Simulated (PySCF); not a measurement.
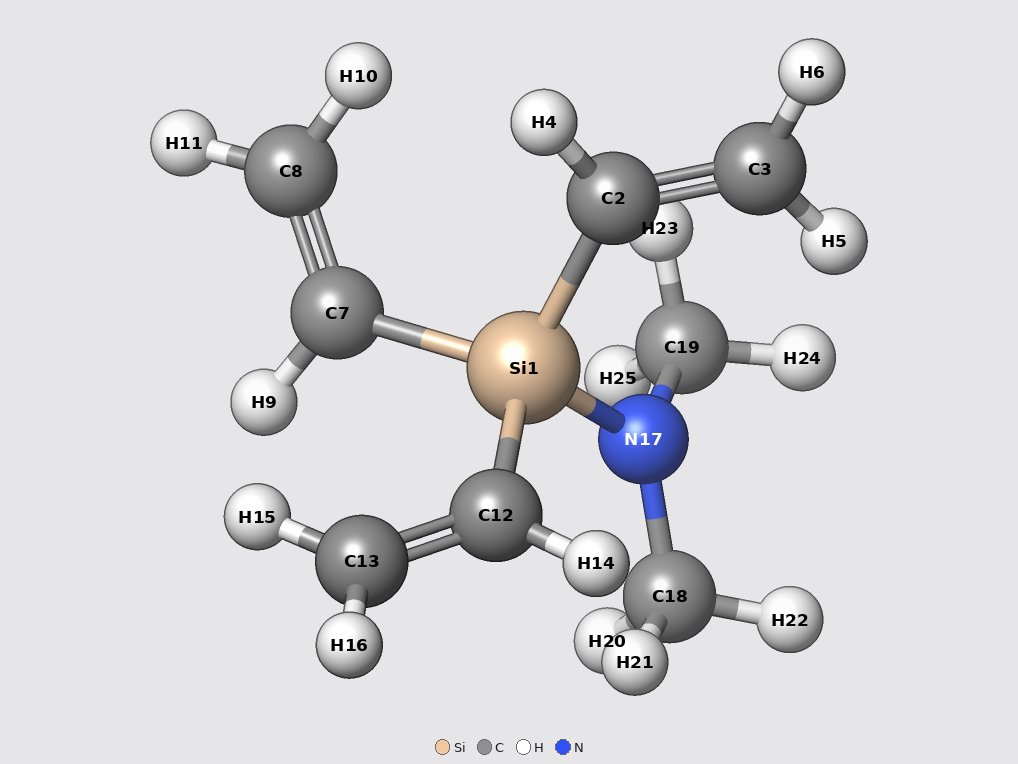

Computed geometry: PBE0-D3(BJ)/def2-SVP optimisation. No frequency run is at hand to confirm it as a minimum. Level of theory: delta-SCF UKS SCAN, pcX-2 on the ionised atom (unc-x2c-TZVPall on a metal), pcseg-1 elsewhere, spin-free X2C (PySCF 2.14.0).

Give the core-electron binding energies (to vacuum; p and d levels without spin–orbit splitting) of Si1 1s, Si1 2p, C2 1s, C3 1s, N17 1s, C18 1s.

```json
{"atom": "Si1", "level": "1s", "binding energy (eV)": "1845.9"}
{"atom": "Si1", "level": "2p", "binding energy (eV)": "106.1"}
{"atom": "C2", "level": "1s", "binding energy (eV)": "289.6"}
{"atom": "C3", "level": "1s", "binding energy (eV)": "290.0"}
{"atom": "N17", "level": "1s", "binding energy (eV)": "403.8"}
{"atom": "C18", "level": "1s", "binding energy (eV)": "291.1"}
```
